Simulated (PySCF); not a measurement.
# C$_{4}$H$_{7}$F$_{3}$P$_{2}$Si: what the fields show

```xyz
17

C     3.0297   -1.0706   -0.3049
C     1.8612   -0.8837   -0.4818
C     0.4482   -0.6525   -0.6509
C    -0.3333   -1.9151   -0.3487
F    -0.3470   -2.1898    0.9763
F    -1.6391   -1.7446   -0.6999
Si   -0.1423    0.8066    0.4821
F     0.9774    0.8928    1.6541
P     0.2195    2.6663   -0.7556
P    -2.0464    0.3280    1.5884
H     4.0566   -1.2316   -0.1677
H     0.2511   -0.3988   -1.6976
H     0.0392   -2.8092   -0.8724
H    -1.0438    2.6717   -1.3293
H    -0.1682    3.5285    0.2563
H    -2.8545    0.3525    0.4609
H    -2.3151    1.6615    1.8808
```

Geometry: GFN2-xTB.

All numbers below come from PBE0/pcSseg-1, SCF density, gas phase, non-relativistic (PySCF 2.14.0).

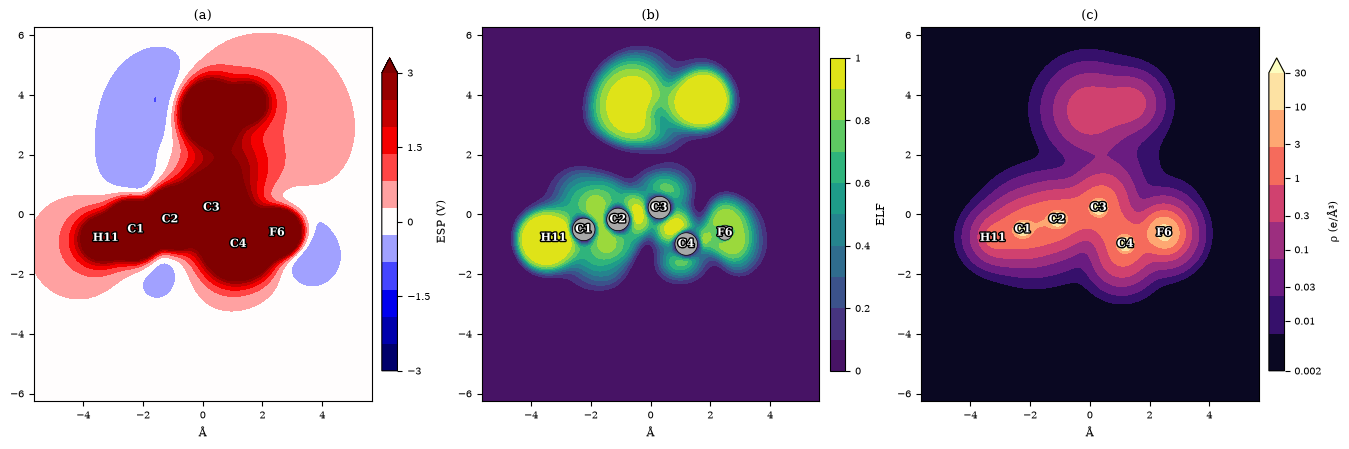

Figure 1. (a) molecular electrostatic potential; (b) ELF; (c) total electron density on the plane of atoms C2, C3 and C4. Grey discs cover the atomic cores in the ELF map.

Question: What do the fields say about this system?

Answer: Atoms in the plane: C, F and H. C–C (1.20 Å): ρ at the midpoint is about 2.8 e/Å³; the ELF peaks at about 0.85 between the atoms: a multiple bond. C–F (1.36 Å): the density is about 2.2 e/Å³ at the midpoint, with its minimum of 1.8 e/Å³ about 0.5 Å from C; the ELF peaks at about 0.85 between the atoms: a shared but strongly polarised pair. C–H (1.05 Å): ρ at the midpoint is about 2.1 e/Å³; the ELF climbs to about 1 towards the hydrogen, as it does in any bond to H; an ordinary covalent bond to hydrogen. The ELF also peaks beside F6 and P9, away from the bonds: lone-pair regions. Outside the dense part of the molecule the potential is most negative (−0.8 V) near P9, which lies off the plane.

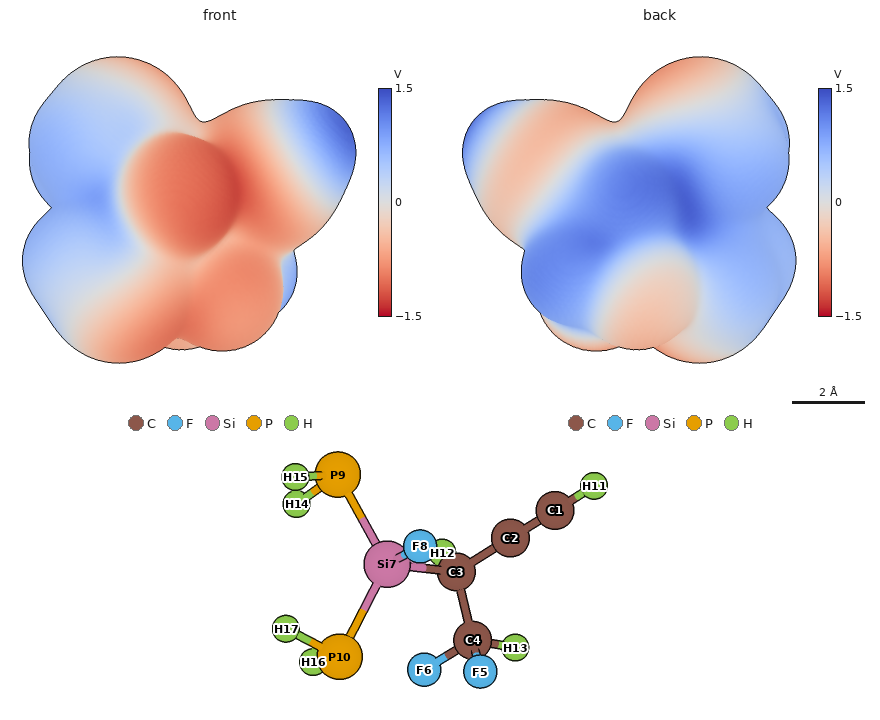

Figure 2. The molecular electrostatic potential painted on the density surface at 0.001 e/bohr³, seen from the front and from behind; the colour scale runs from red (negative) to blue (positive). The bare structure is drawn below in the same view.

Question: Which sites attract a positive test charge, and which a negative one?

Answer: A positive charge is drawn to the negative regions and a negative charge to the positive ones. The most negative region (about −1.2 V) lies over C1 and F8, the most positive (about +1.3 V) over Si7, P9, H11 and H12.

Question: What dipole moment does the calculation give?

Answer: Its dipole moment is 2.41 D.
